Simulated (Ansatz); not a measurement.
# BH3OS2: the cost of one run

Program: Ansatz 0.2.0. Level of theory: RKS B3LYP-D4/def2-SVP. These are calculated values, not measurements.

## 1. The starting structure

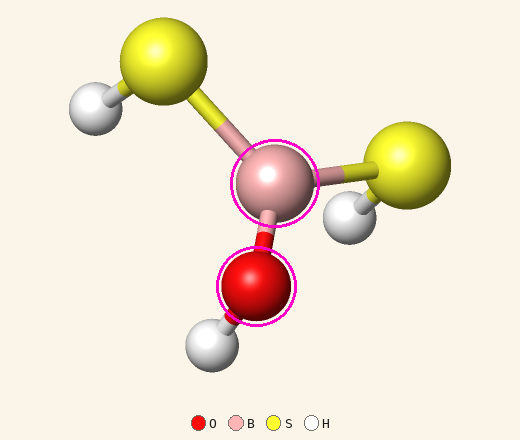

Start, viewed from a free direction; oxygen red, boron pink, sulfur yellow, hydrogen white. Ringed: O1, B2.

Structure file:

```xyz
7

O    -1.4636    0.4528    0.4369
B    -0.3785   -0.3815    0.1605
S     0.8285   -0.7529    1.5152
S    -0.0665   -1.1176   -1.5519
H    -1.1807    1.3989    0.1899
H     1.6605    0.3644    1.1748
H     0.6615   -0.0321   -1.9711
```

## 2. End point A

Contents of input.yaml:

```yaml
crystal:
  periodic: [false, false, false]
  atoms:
    - { symbol: O, position_ang: [-1.4636, 0.4528, 0.4369] }
    - { symbol: B, position_ang: [-0.3785, -0.3815, 0.1605] }
    - { symbol: S, position_ang: [0.8285, -0.7529, 1.5152] }
    - { symbol: S, position_ang: [-0.0665, -1.1176, -1.5519] }
    - { symbol: H, position_ang: [-1.1807, 1.3989, 0.1899] }
    - { symbol: H, position_ang: [1.6605, 0.3644, 1.1748] }
    - { symbol: H, position_ang: [0.6615, -0.0321, -1.9711] }
basis:
  gaussian: { orbitals: def2-SVP }
hamiltonian:
  xc: b3lyp
  dispersion: d4
relax:
  f_tol: 0.015
  max_steps: 40
output:
  orbitals: {}
```

The run is started by

```sh
$ ansatz run input.yaml --threads 1 --pin off --max-ram 2048MiB --backend cpu --events-out ev --progress --plain --runs-dir out
```

Q: Estimate wall time and peak memory on 1 thread of Arm Neoverse V1, shared host.

About 51 s, with a peak of 0.15 GiB.
